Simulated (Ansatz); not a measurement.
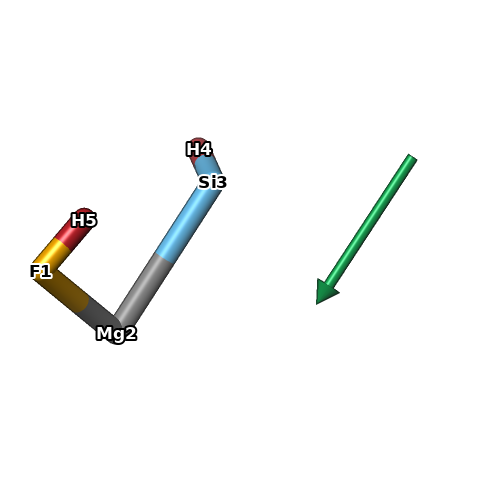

The arrow beside the molecule shows the direction of the dipole moment, from the negative to the positive end (its length means nothing). Charge 0, doublet. The computed structure is the end point of a PBE0-D4/def2-TZVP optimisation. No frequency run is at hand to confirm it as a minimum. Properties computed with UKS PBE0-D4/def2-TZVP (Ansatz 0.2.0).

Q: How large is the dipole moment?

A: 2.98 D; it points from the side of H4 to the side of Mg2 (the outermost atoms at the two ends).

The determinant isn't a pure spin state (⟨S²⟩ up to 1.00).
